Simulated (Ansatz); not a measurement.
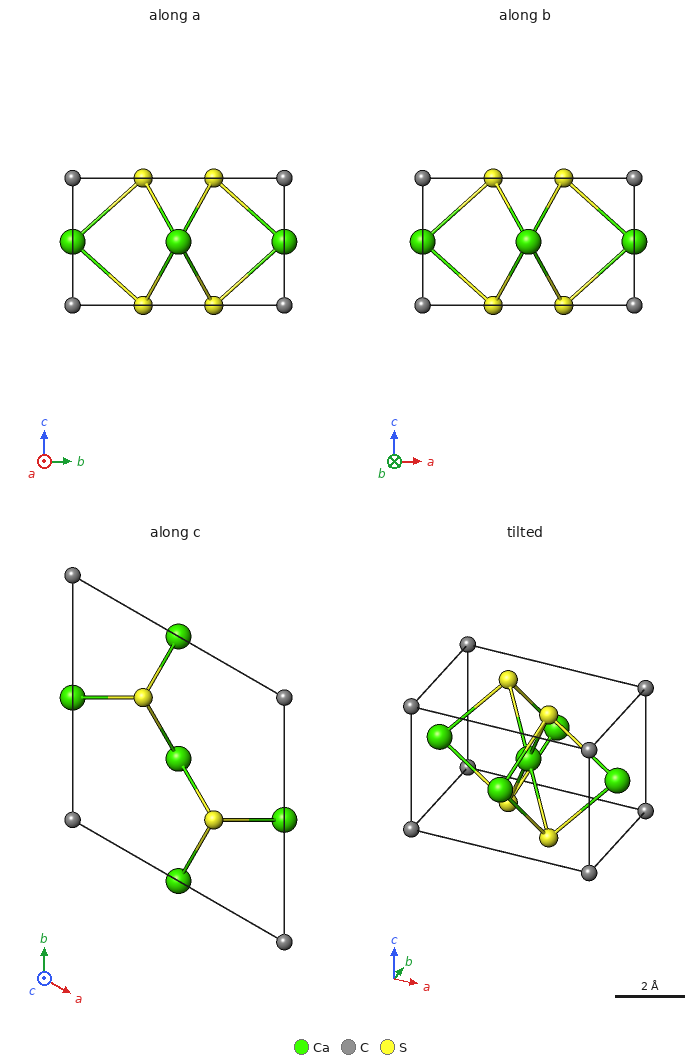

Crystal structure, ball-and-stick style, seen along the a axis, along the b axis, along the c axis and slightly off an axis. The wireframe shows the conventional unit cell.

Lattice parameters: a = 7.109 Å, b = 7.109 Å, c = 3.700 Å, α = 90.00°, β = 90.00°, γ = 120.00°.

Q: Record the structure as a table of Wyckoff sites.

A: Space group P6/mmm (No. 191).
```tsv
atom	site	x	y	z
Ca	3g	0.0000	0.5000	0.5000
C	1a	0.0000	0.0000	0.0000
S	2c	0.6667	0.3333	0.0000
```

Starting structure: a structure type filled with these elements by a generator (whether the compound takes this form wasn't checked). A relaxation with DFT PBE, scalar-relativistic, plane waves, PAW in Ansatz gave the geometry drawn.
